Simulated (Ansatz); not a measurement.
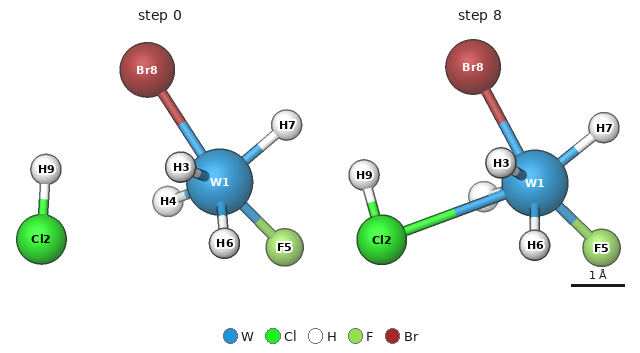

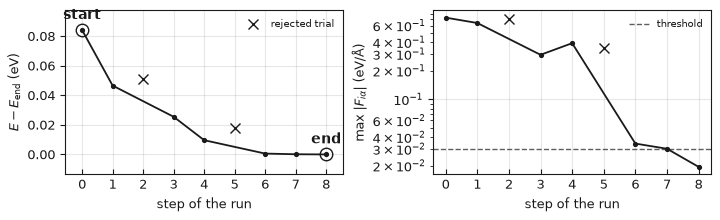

First and last geometry of a relaxation of WH5BrClF, with the history of the run. The picture is a ball-and-stick view, seen face on.

The run prepares an end point of a later path (reaction) calculation, from a guessed geometry.

Computed with RKS B3LYP-D4/def2-SVP (Ansatz). (no spin polarisation; force threshold 0.03 eV/Å; at most 50 steps)

Q: What do the curves and the structures tell?

A: It converged. The energy falls by 0.084 eV in 6 accepted moves (8 points after the start). The largest force component goes from 0.73 to 0.019 eV/Å. The line search rejected the trial steps at points 2, 5 of the run. The largest move after the best rigid fit is that of Cl2, 0.40 Å. By element the largest moves are Cl 0.40 Å, H 0.19 Å, Br 0.13 Å, W 0.10 Å, F 0.06 Å. Some distances before and after: W1–Cl2 3.584 → 3.147 Å, Cl2–H9 1.336 → 1.297 Å, W1–Br8 2.553 → 2.518 Å, W1–H7 1.685 → 1.690 Å. Bond angles that change, for instance: H3–W1–H7 108.5° → 101.2°, H3–W1–H4 117.6° → 121.9°, H4–W1–F5 87.0° → 90.4°.

Limits of the set-up: the start holds two separate molecules, 2.8 Å apart at their closest, whose relative position is a soft coordinate.
